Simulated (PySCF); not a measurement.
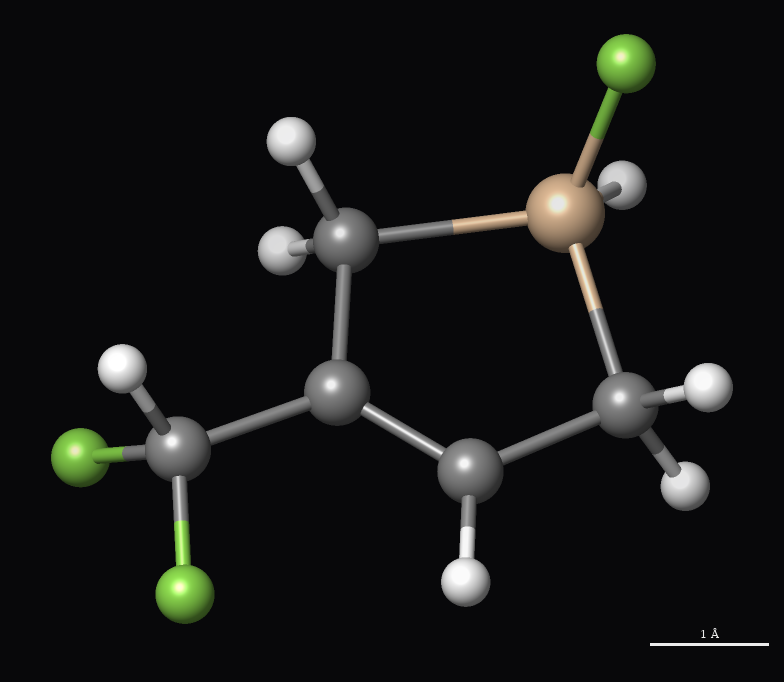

Rendered structure (ball-and-stick style). Every bond is drawn as one stick, whatever its order. Colours: fluorine green, carbon grey, silicon light orange, hydrogen white.

**Which formula does it have?**

C₅H₇F₃Si, 16 atoms: 5 carbon, 7 hydrogen, 3 fluorine and 1 silicon.

**Does it have rings?**

Independent rings (smallest set): 1 of 5 members.

**What is its SMILES?**

FC(F)C1=CC[Si@H](F)C1

**Name functional groups in it.**

Among them: alkene, C–F bond, Si–H bond.

More results for the same structure follow; atom numbers are the same in all pictures, views and colours differ. The computed structure is the end point of a PBE0-D3(BJ)/def2-SVP optimisation. No frequency run is at hand to confirm it as a minimum.

Shape

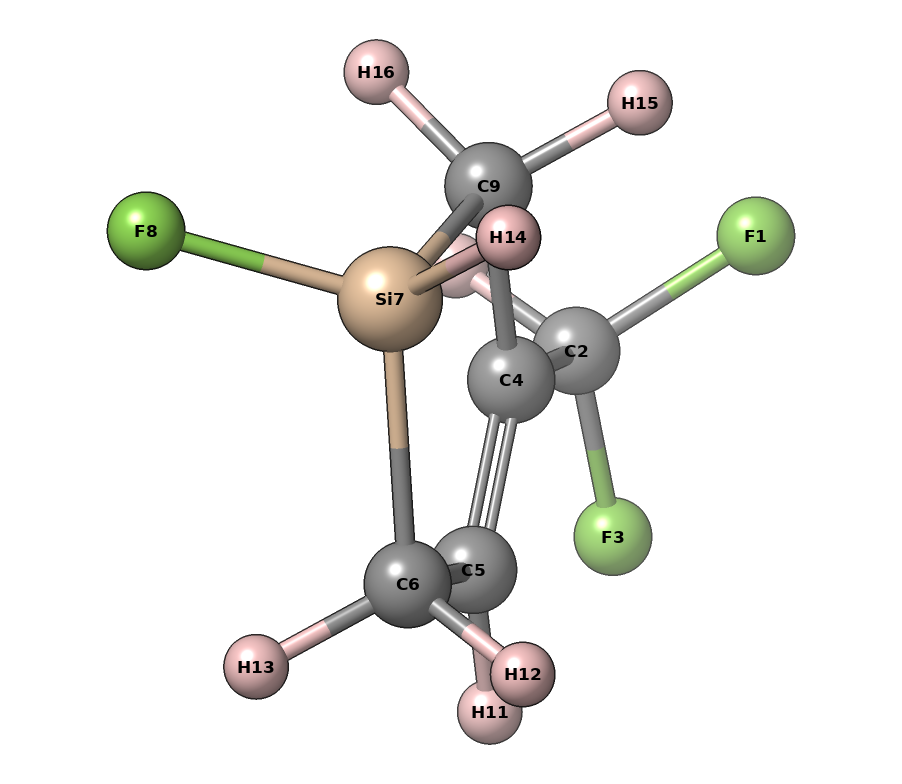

C5 lies behind C6. The molecule seen a little off the C6–C5 bond, C6 in front. Distant atoms are faded towards the background colour. No frequency run is at hand to confirm it as a minimum.

**What is the torsion angle Si7–C6–C5–C4? The sign is positive where the front bond must turn clockwise to cover the back bond.**

3°, synperiplanar (eclipsed).

Electronic properties

No frequency run is at hand to confirm it as a minimum. Method: CAM-B3LYP/def2-SVPD, gas phase (PySCF 2.14.0). Excitations: vertical, linear response.

What does the calculation give?

- dipole moment: 1.00 D
- HOMO energy (Kohn–Sham orbital): −9.06 eV
- LUMO energy (Kohn–Sham orbital): 0.69 eV
- HOMO–LUMO gap: 9.76 eV
- mean static polarisability: 81.2 bohr³
- lowest vertical singlet excitation: 6.94 eV
- its oscillator strength: 0.269

Charges

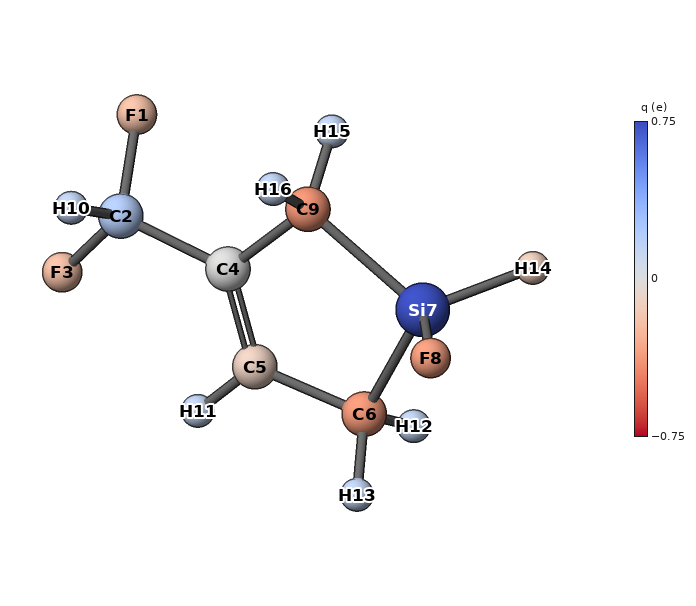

Atoms are coloured by their ESP-fitted charges. No frequency run is at hand to confirm it as a minimum. Method: PBE0/pcSseg-1 in methanol (IEF-PCM) (PySCF 2.14.0).

Give the ESP-fitted charges atom by atom.

```tsv
atom	value (e)
F1	−0.19
C2	0.20
F3	−0.20
C4	0.00
C5	−0.10
C6	−0.37
Si7	0.72
F8	−0.35
C9	−0.38
H10	0.14
H11	0.13
H12	0.14
H13	0.14
H14	−0.13
H15	0.13
H16	0.15
```

Ring current

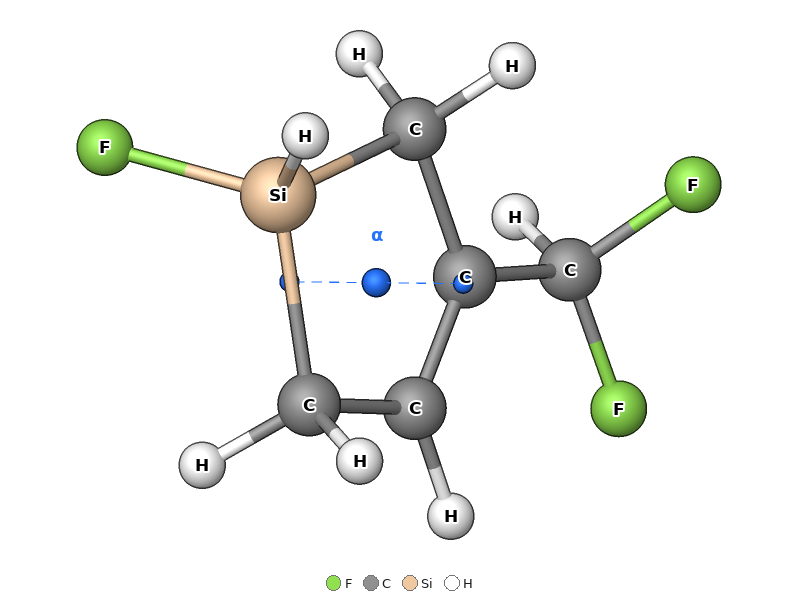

The small points mark where nucleus-independent chemical shifts (NICS) were computed: at the centre of each lettered ring and 1 Å above and below it. No frequency run is at hand to confirm it as a minimum. Level of theory: GIAO PBE0/pcSseg-1 NMR shielding, non-relativistic, IEF-PCM water (PySCF 2.14.0).

Give NICS(0), NICS(1) and the out-of-plane component NICS(1)zz for each ring (means of the two sides).

```csv
ring,members,NICS(0),NICS(1),NICS(1)zz
α,C4Si,−1.6,−2.9,−1.2
```

Values in ppm.

**What do the values say about the ring currents?**

Ring α: weak, as in a non-aromatic ring. NICS is one index among several.
